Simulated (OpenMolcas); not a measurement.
Single-point calculation, with input and output: C2H2CuN2O2S2 (charge −2) (part 1 of 2)

System: C2H2CuN2O2S2, charge −2, multiplicity 2.
Method: NEVPT2/ANO-RCC-VDZ, DKH2 (OpenMolcas 26.06).

The geometry comes from this level: GFN2-xTB.

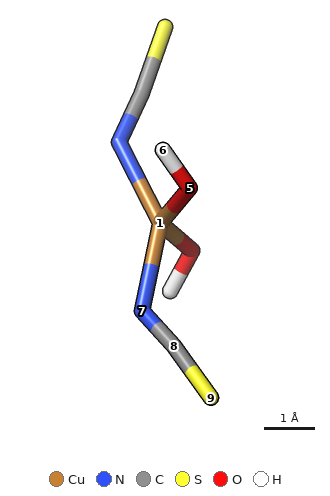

Figure 1. The input geometry (stick view, seen at an oblique angle; atoms are numbered from 1 in the order of the input). Sticks mark near contacts.

## Results in brief

```csv
quantity,value
outcome,converged
total energy,−2787.219552 hartree
basis functions,111
hardware,"1 thread of Arm Neoverse V1, 24 GiB of memory available, shared host"
wall time,16 s
peak memory,0.16 GiB
```

## Input file
```
>>> EXPORT MOLCAS_PRINT=2

&GATEWAY
  Coord
  11
  angstrom
  Cu      -0.023740      -0.112380      -0.097910
  N        1.732660      -0.105990      -0.959990
  C        2.822830       0.010190      -0.528970
  S        4.333990       0.162040      -0.082300
  O       -0.153020       1.717700       0.129380
  H        0.416950       2.147560      -0.514020
  N       -1.938850      -0.367670      -0.409650
  C       -2.884620       0.033050       0.167510
  S       -4.237090       0.494520       0.847220
  O        0.268080      -1.649900       0.879300
  H       -0.337190      -2.329120       0.569450
  Basis = ANO-RCC-VDZ
  Group = NoSym
  RICD

&SEWARD

&RASSCF
  FileOrb = $CurrDir/step2.RasOrb
  Spin = 2
  Nactel = 9 0 0
  Inactive = 49
  Ras2 = 5
  OrbListing = Nothing
  OrbAppear = Compact

&CASPT2
  SC-NEVPT2
```

Run as:
```bash
export MOLCAS_MEM=1860
pymolcas step8.inp > step8.log
```

## Log
```
--- Start Module: gateway ---

                                              &GATEWAY

                       available to each process: 1.9 GB of memory, 1 thread

++    Symmetry information:
      ---------------------

                    Character Table for C1

                             E
                    a        1  x, y, xy, Rz, z, xz, Ry, yz, Rx, I
--

++    Basis set information:
      ----------------------

      Basis set label: CU.ANO-RCC...5S4P2D.

      Electronic valence basis set:
      ------------------
      Associated Effective Charge  29.000000 au
      Associated Actual Charge     29.000000 au
      Nuclear Model: Point charge

      Shell  nPrim  nBasis  Cartesian Spherical Contaminant
         s      21       5        X
         p      15       4        X
         d      10       2                 X

      Basis set label: N.ANO-RCC...3S2P.

      Electronic valence basis set:
      ------------------
      Associated Effective Charge   7.000000 au
      Associated Actual Charge      7.000000 au
      Nuclear Model: Point charge

      Shell  nPrim  nBasis  Cartesian Spherical Contaminant
         s      14       3        X
         p       9       2        X

      Basis set label: C.ANO-RCC...3S2P.

      Electronic valence basis set:
      ------------------
      Associated Effective Charge   6.000000 au
      Associated Actual Charge      6.000000 au
      Nuclear Model: Point charge

      Shell  nPrim  nBasis  Cartesian Spherical Contaminant
         s      14       3        X
         p       9       2        X

      Basis set label: S.ANO-RCC...4S3P.

      Electronic valence basis set:
      ------------------
      Associated Effective Charge  16.000000 au
      Associated Actual Charge     16.000000 au
      Nuclear Model: Point charge

      Shell  nPrim  nBasis  Cartesian Spherical Contaminant
         s      17       4        X
         p      12       3        X

      Basis set label: O.ANO-RCC...3S2P.

      Electronic valence basis set:
      ------------------
      Associated Effective Charge   8.000000 au
      Associated Actual Charge      8.000000 au
      Nuclear Model: Point charge

      Shell  nPrim  nBasis  Cartesian Spherical Contaminant
         s      14       3        X
         p       9       2        X

      Basis set label: H.ANO-RCC...2S.

      Electronic valence basis set:
      ------------------
      Associated Effective Charge   1.000000 au
      Associated Actual Charge      1.000000 au
      Nuclear Model: Point charge

      Shell  nPrim  nBasis  Cartesian Spherical Contaminant
         s       8       2        X

      Basis set label: N.ANO-RCC...3S2P.

      Electronic valence basis set:
      ------------------
      Associated Effective Charge   7.000000 au
      Associated Actual Charge      7.000000 au
      Nuclear Model: Point charge

      Shell  nPrim  nBasis  Cartesian Spherical Contaminant
         s      14       3        X
         p       9       2        X

      Basis set label: C.ANO-RCC...3S2P.

      Electronic valence basis set:
      ------------------
      Associated Effective Charge   6.000000 au
      Associated Actual Charge      6.000000 au
      Nuclear Model: Point charge

      Shell  nPrim  nBasis  Cartesian Spherical Contaminant
         s      14       3        X
         p       9       2        X

      Basis set label: S.ANO-RCC...4S3P.

      Electronic valence basis set:
      ------------------
      Associated Effective Charge  16.000000 au
      Associated Actual Charge     16.000000 au
      Nuclear Model: Point charge

      Shell  nPrim  nBasis  Cartesian Spherical Contaminant
         s      17       4        X
         p      12       3        X

      Basis set label: O.ANO-RCC...3S2P.

      Electronic valence basis set:
      ------------------
      Associated Effective Charge   8.000000 au
      Associated Actual Charge      8.000000 au
      Nuclear Model: Point charge

      Shell  nPrim  nBasis  Cartesian Spherical Contaminant
         s      14       3        X
         p       9       2        X

      Basis set label: H.ANO-RCC...2S.

      Electronic valence basis set:
      ------------------
      Associated Effective Charge   1.000000 au
      Associated Actual Charge      1.000000 au
      Nuclear Model: Point charge

      Shell  nPrim  nBasis  Cartesian Spherical Contaminant
         s       8       2        X
--

++    Molecular structure info:
      -------------------------

                    ************************************************
                    **** Cartesian Coordinates / bohr, angstrom ****
                    ************************************************

     Center  Label                x              y              z                     x              y              z
        1      CU1             -0.044862      -0.212367      -0.185023             -0.023740      -0.112380      -0.097910
        2      N2               3.274253      -0.200292      -1.814118              1.732660      -0.105990      -0.959990
        3      C3               5.334376       0.019256      -0.999608              2.822830       0.010190      -0.528970
        4      S4               8.190054       0.306211      -0.155524              4.333990       0.162040      -0.082300
        5      O5              -0.289166       3.245983       0.244493             -0.153020       1.717700       0.129380
        6      H6               0.787921       4.058300      -0.971357              0.416950       2.147560      -0.514020
        7      N7              -3.663895      -0.694796      -0.774126             -1.938850      -0.367670      -0.409650
        8      C8              -5.451142       0.062455       0.316548             -2.884620       0.033050       0.167510
        9      S9              -8.006940       0.934507       1.601014             -4.237090       0.494520       0.847220
       10      O10              0.506598      -3.117859       1.661636              0.268080      -1.649900       0.879300
       11      H11             -0.637197      -4.401399       1.076105             -0.337190      -2.329120       0.569450

                    ***************************************
                    *    InterNuclear Distances / bohr    *
                    ***************************************

               1 CU1           2 N2            3 C3            4 S4            5 O5            6 H6
    1 CU1      0.000000
    2 N2       3.697380        0.000000
    3 C3       5.445493        2.226148        0.000000
    4 S4       8.251281        5.212733        2.991608        0.000000
    5 O5       3.493473        5.367741        6.601800        8.983287        0.000000
    6 H6       4.421589        5.002769        6.081523        8.338784        1.816113        0.000000
    7 N7       3.698267        7.033066        9.029374       11.912212        5.287354        6.515328
    8 C8       5.436447        8.985616       10.865612       13.651538        6.065149        7.520065
    9 S9       8.240141       11.841292       13.623201       16.304073        8.169890        9.681155
   10 O10      3.486566        5.315353        6.342803        8.605918        6.568106        7.649121
   11 H11      4.414667        6.426673        7.714302       10.079626        7.700334        8.819840

               7 N7            8 C8            9 S9           10 O10          11 H11
    7 N7       0.000000
    8 C8       2.226488        0.000000
    9 S9       5.211329        2.990390        0.000000
   10 O10      5.403442        6.886096        9.428980        0.000000
   11 H11      5.130611        6.608857        9.113755        1.816201        0.000000

                    *******************************************
                    *    InterNuclear Distances / angstrom    *
                    *******************************************

               1 CU1           2 N2            3 C3            4 S4            5 O5            6 H6
    1 CU1      0.000000
    2 N2       1.956569        0.000000
    3 C3       2.881631        1.178027        0.000000
    4 S4       4.366390        2.758459        1.583091        0.000000
    5 O5       1.848666        2.840486        3.493522        4.753751        0.000000
    6 H6       2.339804        2.647351        3.218203        4.412695        0.961046        0.000000
    7 N7       1.957039        3.721738        4.778139        6.303671        2.797947        3.447763
    8 C8       2.876844        4.754983        5.749834        7.224083        3.209539        3.979447
    9 S9       4.360495        6.266142        7.209088        8.627744        4.323319        5.123046
   10 O10      1.845011        2.812764        3.356467        4.554056        3.475692        4.047741
   11 H11      2.336141        3.400849        4.082233        5.333908        4.074841        4.667258

               7 N7            8 C8            9 S9           10 O10          11 H11
    7 N7       0.000000
    8 C8       1.178207        0.000000
    9 S9       2.757717        1.582446        0.000000
   10 O10      2.859379        3.643965        4.989601        0.000000
   11 H11      2.715002        3.497256        4.822792        0.961092        0.000000

                    **************************************
                    *    Valence Bond Angles / degree    *
                    **************************************
                          Atom centers                 Phi
                      2 N2       3 C3       4 S4       174.92
                      7 N7       8 C8       9 S9       174.66
--

            Nuclear Potential Energy            811.59758345 au

--- Stop Module: gateway /rc=_RC_ALL_IS_WELL_ ---
--- Module gateway spent 2 seconds ---

--- Start Module: seward ---

                                              &SEWARD

                       available to each process: 1.9 GB of memory, 1 thread

               SEWARD will generate:
                  Multipole Moment integrals up to order  2
                  Kinetic Energy integrals
                  Nuclear Attraction integrals (point charge)
                  One-Electron Hamiltonian integrals
                  Velocity integrals
                  Relativistic Douglas-Kroll-Hess integrals:
                    - Parametrization         : EXP
                    - DKH order of Hamiltonian: 2
                    - DKH order of Properties : 0
                         - multipole moment operators
                         - electric potential operators
                         - contact operators
                  Orbital angular momentum around ( -0.0009   0.0773   0.0974 )
                  Velocity quadrupole around ( -0.0009   0.0773   0.0974 )
                  Atomic mean-field integrals
                  RI decomposed two-electron repulsion integrals stored Cholesky style
                   - acCD auxiliary basis
                   - CD Threshold:   1.00E-04

                   Integrals are discarded if absolute value <: 1.00E-14
                   Integral cutoff threshold is set to       <: 1.00E-16

            Nuclear Potential Energy            811.59758345 au

      Basis set specifications :
      Symmetry species         a
      Basis functions          111

--- Stop Module: seward /rc=_RC_ALL_IS_WELL_ ---
--- Module seward spent 3 seconds ---

--- Start Module: rasscf ---

                                              &RASSCF

                       available to each process: 1.9 GB of memory, 1 thread

      Header of the ONEINT file:
      --------------------------

      OrdInt status: non-squared

      Cartesian coordinates in angstrom:
      -----------------------------------------------------
      No.  Label        X            Y            Z
      -----------------------------------------------------
       1   CU1       -0.02374000  -0.11238000  -0.09791000
       2   N2         1.73266000  -0.10599000  -0.95999000
       3   C3         2.82283000   0.01019000  -0.52897000
       4   S4         4.33399000   0.16204000  -0.08230000
       5   O5        -0.15302000   1.71770000   0.12938000
       6   H6         0.41695000   2.14756000  -0.51402000
       7   N7        -1.93885000  -0.36767000  -0.40965000
       8   C8        -2.88462000   0.03305000   0.16751000
       9   S9        -4.23709000   0.49452000   0.84722000
      10   O10        0.26808000  -1.64990000   0.87930000
      11   H11       -0.33719000  -2.32912000   0.56945000
      -----------------------------------------------------
      Nuclear repulsion energy =  811.59758345

++    Wave function specifications:
      -----------------------------

      Number of closed shell electrons          98
      Number of electrons in active shells       9
      Max number of holes in RAS1 space          0
      Max nr of electrons in RAS3 space          0
      Number of inactive orbitals               49
      Number of active orbitals                  5
      Number of secondary orbitals              57
      Spin quantum number                      0.5
      State symmetry                             1
--

++    Orbital specifications:
      -----------------------

      Symmetry species                           1
                                                 a
      Frozen orbitals                            0
      Inactive orbitals                         49
      Active orbitals                            5
      RAS1 orbitals                              0
      RAS2 orbitals                              5
      RAS3 orbitals                              0
      Secondary orbitals                        57
      Deleted orbitals                           0
      Number of basis functions                111
--

++    CI expansion specifications:
      ----------------------------

      Number of CSFs                             5
      Number of determinants                     5
      Number of root(s) required                 1
      Root chosen for geometry opt.              1
      CI root used                               1

      highest root included in the CI            1
      max. size of the explicit Hamiltonian      5
--

++    Optimization specifications:
      ----------------------------
```
